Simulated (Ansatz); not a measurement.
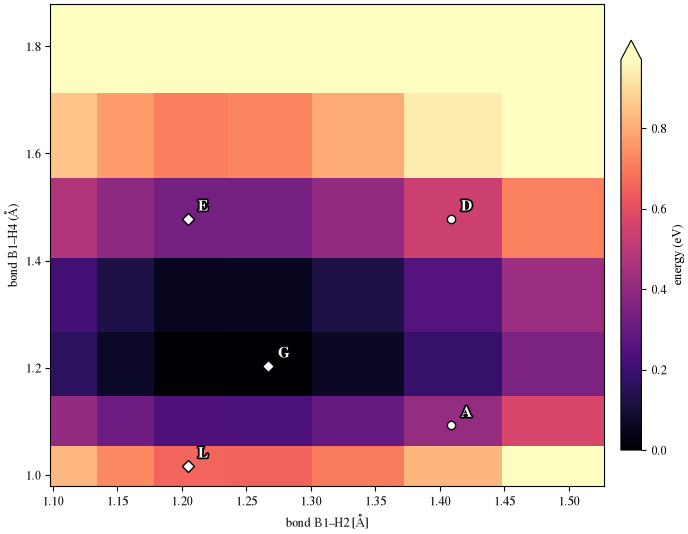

BH₄, SMILES [BH4-], charge −1. Two internal coordinates are moved rigidly from the geometry relaxed at PBE0-D4/def2-TZVP, all others fixed. First axis: bond B1–H2. Second axis: bond B1–H4. Grid: 7 × 7 points. Points are written as (first, second). Energies are in eV, from the lowest grid point. The calculation used RHF-CCSD(T), frozen core/def2-TZVPPD in Ansatz.

The picture shows one coloured cell a grid point, one colour for all values above the top of the scale, lettered points.

### Is E the lowest point of the computed grid?

No. E lies 0.33 eV above the lowest grid point, which is at (1.267 Å, 1.204 Å).

### Rank the lettered points by energy, lowest first.

G (0.00 eV), E (0.33 eV), A (0.41 eV), D (0.54 eV), L (0.66 eV).
